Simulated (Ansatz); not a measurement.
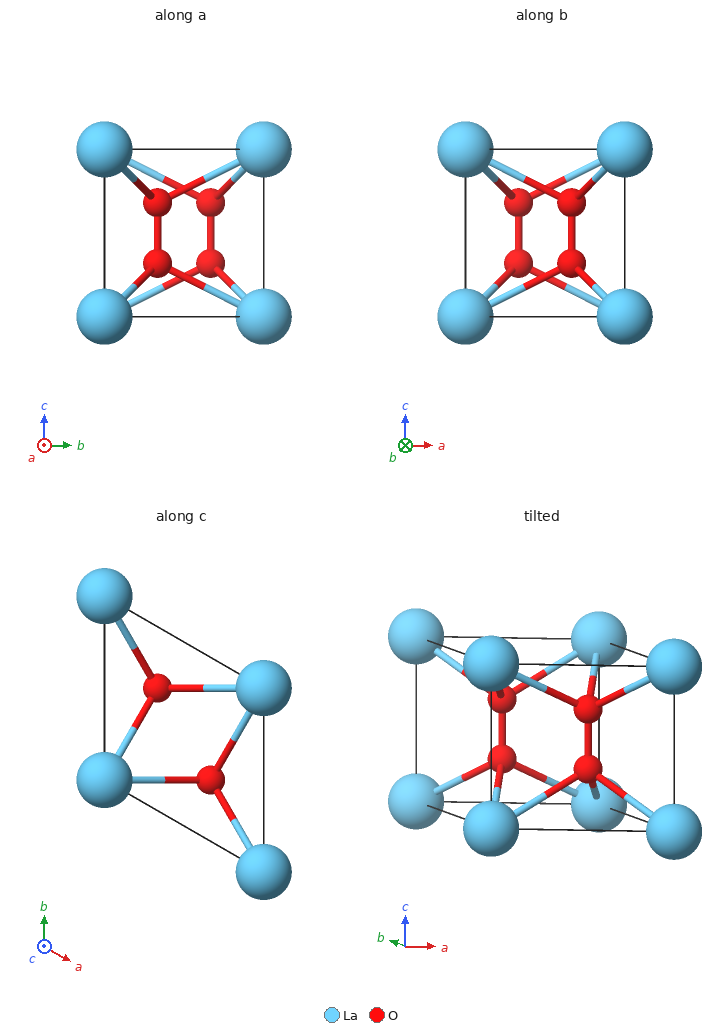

Figure: ball-and-stick view along the a axis, along the b axis, along the c axis and slightly off an axis. The frame is the conventional unit cell; atoms at its boundary are shown with their periodic copies.

Lattice parameters: a = 4.2267 Å, b = 4.2267 Å, c = 3.8440 Å, α = 90.000°, β = 90.000°, γ = 120.000°.

Question: Give the structure in the form of a CIF with its space group and independent sites, with free fractional coordinates to two decimals.

Answer:
```cif
data_structure
_symmetry_space_group_name_H-M 'P 6/m m m'
_symmetry_Int_Tables_number 191
_cell_length_a 4.2267
_cell_length_b 4.2267
_cell_length_c 3.8440
_cell_angle_alpha 90.000
_cell_angle_beta 90.000
_cell_angle_gamma 120.000
_cell_volume 59.47
loop_
_atom_site_label
_atom_site_type_symbol
_atom_site_symmetry_multiplicity
_atom_site_Wyckoff_symbol
_atom_site_fract_x
_atom_site_fract_y
_atom_site_fract_z
_atom_site_occupancy
La1 La 1 a 0.00 0.00 0.00 1
O1 O 4 h 0.3333 0.6667 0.68 1
```

Starting structure: a random cell made by a generator, so it need not be a real form of the compound. Earlier steps of the study may have refined or changed the cell and positions. A calculation with Ansatz used it as input.
